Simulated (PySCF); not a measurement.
SMILES [OH][Al]([OH])[Si](Cl)(Cl)Cl at its B3LYP/def2-SVP optimised geometry (Å):

```
9

Si    -0.6557     2.2441     0.0000
Cl    -2.7308     2.1507     0.0531
Cl    -0.1240     3.3097    -1.7101
Cl    -0.0404     3.3560     1.6509
Al     0.3844     0.0506     0.0000
O      2.0778     0.0506     0.0000
O     -0.6367    -1.3008    -0.0029
H      2.7308    -0.6529    -0.0072
H     -0.4572    -2.2441    -0.0062
```

Calculation: B3LYP/def2-TZVP (PySCF). Cells within 0.4 Å of a nucleus heavier than hydrogen are left out (blank, or x).

Map of the HOMO amplitude (bohr^(-3/2)) on the plane z = 0.0 Å; orbital energy -8.09 eV, overall sign arbitrary:

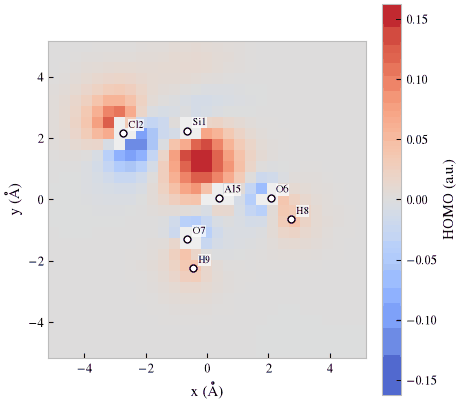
Figure. HOMO amplitude (bohr^(-3/2)) on the plane z = 0.0 Å.
